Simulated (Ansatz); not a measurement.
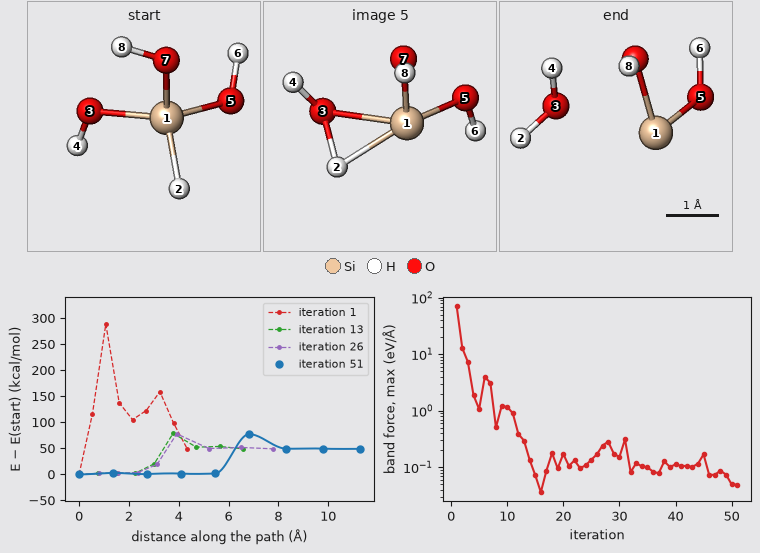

NEB run on SiH4O3. Images are numbered from 0 (start) to 8 (end). The plot follows the band through its iterations. Style: ball-and-stick. Shown from a free direction.

Level of theory: RKS PBE0-D4/def2-SVP (Ansatz). Set-up: 7 movable images; climbing image; force threshold 0.05 eV/Å; iteration limit 60; starting path through a guess of the saddle point.

### Did the band converge, and can the barrier be trusted?

The run is converged, with reservations. The band converged in 51 iterations. The largest component of the band force went from 71 to 0.05 eV/Å. The climbing image converged on the top of the path. Its vibrational analysis gives one imaginary mode (1457i cm⁻¹), as a transition state must have. The first iteration put the highest image at 288.7 kcal/mol. The energy climbs by 77.3 kcal/mol to image 5 and then falls by 28.2 kcal/mol, so the end point sits at +49.1 kcal/mol.

Cost: 11 min on 1 thread of Arm Neoverse V2, with other jobs on the host, peak memory 0.16 GiB.
